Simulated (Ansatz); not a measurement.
```xyz
13

N     0.0844   -2.3494   -0.1873
Si    0.3250   -0.8316    0.5635
F     1.8960   -0.3647    0.6060
C    -0.5202    0.4845   -0.4747
C    -0.0876    1.9078   -0.1936
Br   -0.5542    2.4638    1.6185
H     0.2429   -3.2119    0.3203
H     0.2175   -2.4798   -1.1835
H    -0.1161   -0.9541    1.9737
H    -0.2826    0.2585   -1.5318
H    -1.6135    0.3799   -0.3781
H     1.0017    2.0244   -0.2639
H    -0.5730    2.6379   -0.8542
```

Method: RKS PBE0-D4/def2-SVP (Ansatz).

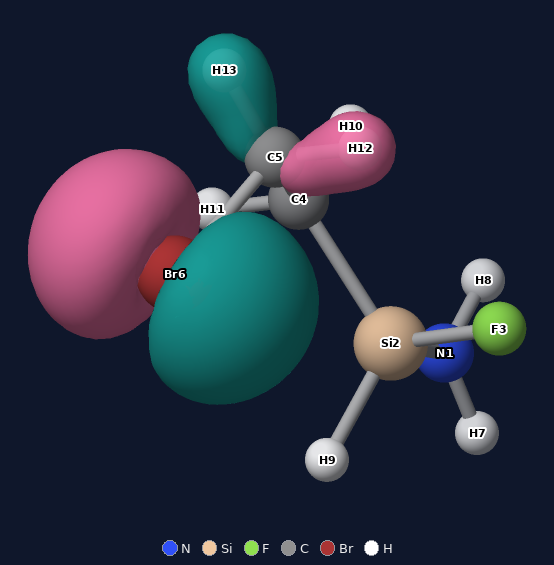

C2H7BrFNSi. The HOMO at ±0.15 Å⁻³ᐟ² (teal and pink are the two phases), seen at an oblique angle.

> Where does this orbital lie, and at what energy?

Its weight (Hirshfeld) is mainly on Br6 (about 85 %) and C5 (about 5 %); largely a lone pair of Br6. Its energy is −7.68 eV.
